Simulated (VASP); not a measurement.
Band structure of MgAl (space group Pmma). All values below come from PBEsol GGA, VASP's PBE PAW potentials (set 64) (plane waves; VASP).

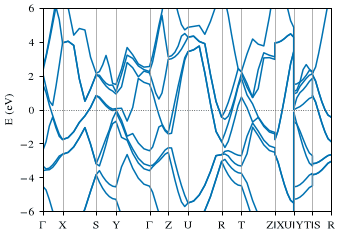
Figure. Bands along high-symmetry lines, zero at the valence-band maximum or, without a gap, the Fermi level

Task: Read the plot: is there a gap, and where are the band edges?

Result: It has no gap at this level: it comes out as a metal or semimetal. (Edges off the drawn lines would not show.)

The structure comes from a computed database's MgAl entry (Pmma); how it stands against other phases isn't given here. It was relaxed first.
